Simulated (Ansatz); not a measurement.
# Calculations on Si2H8SeO

**1. Relaxation**

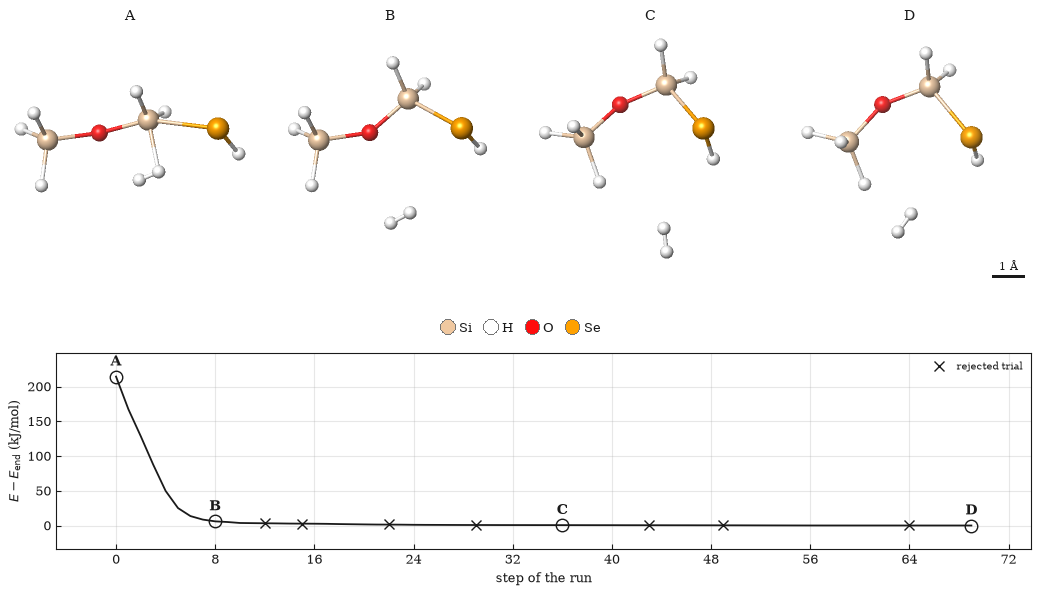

Frames of a relaxation of Si2H8SeO (started from a transition state, displaced along its imaginary mode), marked on the history of the run. Style: ball-and-stick. Shown face on.

Theory: RKS PBE0-D4/def2-TZVP (Ansatz). Settings: force threshold 0.005 eV/Å; at most 200 steps.

**Describe the path.**

The largest move after the best rigid fit is that of an H atom, 2.44 Å. By element the largest moves are H 2.44 Å, Si 1.14 Å, Se 0.97 Å, O 0.92 Å. Near-neighbour distances that change, for instance: H–Si 1.939 → 5.289 Å, H–Si 1.740 → 4.609 Å, Se–Si 2.390 → 2.276 Å, O–Si 1.723 → 1.630 Å. Bonds break, among them: H–Si (1.74 → 4.61 Å). Bond angles that change, for instance: O–Si–Se 159.8° → 112.7°, H–Si–H 132.4° → 111.7°, H–Si–Se 92.8° → 110.3°. Groups turn about O–Si by about 60°, O–Si by about 20°. Over 62 accepted moves (69 points after the start) the energy falls by 214.3 kJ/mol. Largest force component: 3.1 eV/Å at the start, 0.0042 eV/Å at the end. The line search rejected the trial steps at points 12, 15, 22, 29, 43, 49, 64 of the run. The run took 2.7 min on 8 threads of Arm Neoverse V2, on a shared host. From step 0 to 8: an H atom moves most (1.38 Å), energy −208.3 kJ/mol. From step 8 to 36: an H atom moves most (1.15 Å), energy −5.40 kJ/mol. From step 36 to 69: an H atom moves most (1.14 Å), energy −0.55 kJ/mol.

```csv
step,"E − E(0), kJ/mol","largest force component, eV/Å",note
0,0.00,3.1140,
1,-47.15,1.1315,
2,-86.04,1.0366,
3,-126.79,1.0028,
4,-164.54,0.4813,
5,-189.23,0.4778,
6,-200.72,0.4254,
7,-205.78,0.1565,
8,-208.34,0.2007,
9,-209.28,0.4697,
10,-210.67,0.0462,
13,-211.27,0.0620,
16,-211.71,0.0629,
19,-212.47,0.1242,
22,-212.81,0.1610,rejected
26,-213.43,0.1097,
29,-213.53,0.0862,rejected
32,-213.67,0.0741,
35,-213.71,0.0649,
38,-213.79,0.0383,
41,-213.86,0.0643,
44,-213.91,0.0583,
47,-213.99,0.0672,
50,-214.04,0.0394,
53,-214.16,0.0342,
57,-214.27,0.0200,
60,-214.27,0.0089,
63,-214.28,0.0139,
66,-214.28,0.0140,
69,-214.29,0.0042,
```

**2. Relaxation**

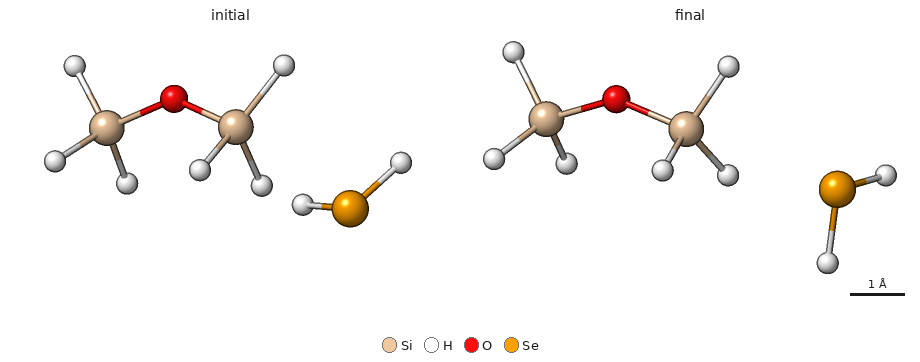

The structure of Si$_{2}$H$_{8}$SeO (started from a transition state, displaced along its imaginary mode) before (left) and after (right) a relaxation, at one scale.

A ball-and-stick model, seen at a tilt.

The calculation used Ansatz, RKS PBE0-D4/def2-TZVP.

Input
```yaml
crystal:
  periodic: [false, false, false]
  atoms:
    - {symbol: Si, position_ang: [0.243071, 0.667418, 0.356409]}
    - {symbol: H, position_ang: [1.063427, -0.332146, -0.493454]}
    - {symbol: O, position_ang: [-1.162983, 0.304833, -0.300635]}
    - {symbol: Si, position_ang: [-2.088679, -0.976844, -0.613935]}
    - {symbol: H, position_ang: [0.474122, 2.156893, 0.211666]}
    - {symbol: H, position_ang: [0.259199, 0.009544, 1.723989]}
    - {symbol: H, position_ang: [2.023107, -0.052299, 0.076716]}
    - {symbol: Se, position_ang: [3.026866, 0.680498, 1.065123]}
    - {symbol: H, position_ang: [-2.439641, -1.656688, 0.676598]}
    - {symbol: H, position_ang: [-1.392019, -1.984410, -1.474026]}
    - {symbol: H, position_ang: [-3.302738, -0.473355, -1.293044]}
    - {symbol: H, position_ang: [3.296167, 1.656456, 0.064494]}
basis:
  gaussian: {orbitals: def2-TZVP}
hamiltonian: {xc: pbe0, dispersion: d4}
relax: {f_tol: 0.005, max_steps: 200}
```

Launched with:
```bash
ansatz run in.yaml --threads 8 --pin off --events-out ev --progress --plain --max-ram 19148MiB
```

Q: Describe what moved and what it gained.

A: H7 moves most after the best rigid fit: 2.08 Å. Largest moves by element: H 2.08 Å, Se 0.74 Å, Si 0.44 Å, O 0.35 Å. Near-neighbour distances that change, for instance: Si1–H7 1.940 → 3.899 Å, Si1–Se8 2.873 → 3.531 Å, H7–Se8 1.588 → 1.467 Å, Si1–H2 1.547 → 1.486 Å. Bond angles that change, for instance: H2–Si1–O3 95.4° → 109.1°, H5–Si1–H6 120.7° → 110.7°, H2–Si1–H5 120.1° → 110.6°. After 38 accepted moves (40 points after the start) the energy has fallen by 27.3 kcal/mol. The largest force component goes from 1.3 to 0.0032 eV/Å. The line search rejected the trial steps at points 8, 14 of the run. The forces were under the threshold at step 18, but the run went on from there. The run took 85 s on 8 threads of Arm Neoverse V2, on a shared host.

**3. Reaction**

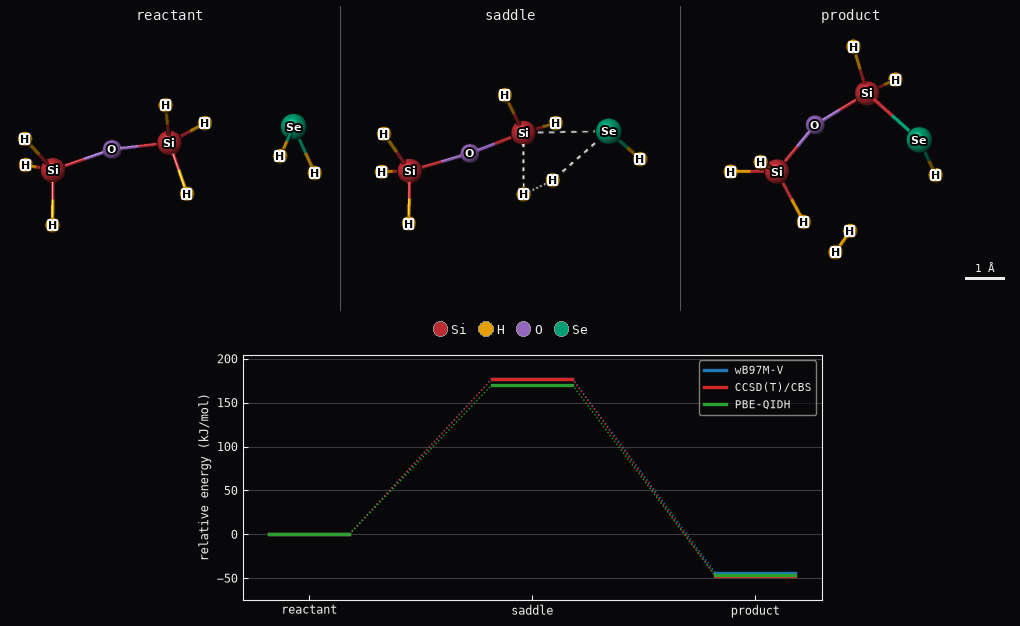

A reaction step of Si2H8SeO, with its energy diagram. The picture is a ball-and-stick view, seen at a tilt. Dashed sticks mark bonds that form or break.

Stationary points at PBE0-D4/def2-TZVP, single-point energies with wB97M-V, CCSD(T)/CBS, PBE-QIDH (def2-TZVPP where no basis is named; Ansatz 0.2.0). The energies are electronic, without zero-point or thermal terms, and both ends are the minima reached downhill from the saddle, with any fragments still in contact. CCSD(T)/CBS stands for a frozen-core estimate: MP2 correlation extrapolated from def2-TZVPP and def2-QZVPP, CCSD(T) minus MP2 from the smaller set.

Question: What happens, and what does it cost?

Answer: Counted by bonded pieces, the reactant holds H₂Se + Si₂H₆O and the product holds H₂ + Si₂H₆SeO. From the reactant over the saddle to the product, bonds form: Se–Si (3.53 → 2.63 → 2.28 Å), H–H (3.35 → 0.91 → 0.75 Å). Bonds break: H–Si (1.49 → 1.73 → 5.29 Å), H–Se (1.47 → 1.96 → 3.32 Å). The saddle has one imaginary mode, 808i cm⁻¹. With wB97M-V the barrier is 177.5 kJ/mol from the reactant and 221.1 kJ/mol from the product, and the product lies 43.6 kJ/mol below the reactant.

```tsv
level	barrier from the reactant (kJ/mol)	barrier from the product (kJ/mol)	the product less the reactant (kJ/mol)
wB97M-V	177.5	221.1	−43.6
CCSD(T)/CBS	176.9	224.6	−47.7
PBE-QIDH	170.3	216.9	−46.6
```

Against CCSD(T)/CBS, wB97M-V comes closest on the barrier from the reactant (+0.5 kJ/mol) and PBE-QIDH misses most (−6.6 kJ/mol).

Limits of the set-up: the start holds two separate molecules, 3.3 Å apart at their closest, whose relative position is a soft coordinate.
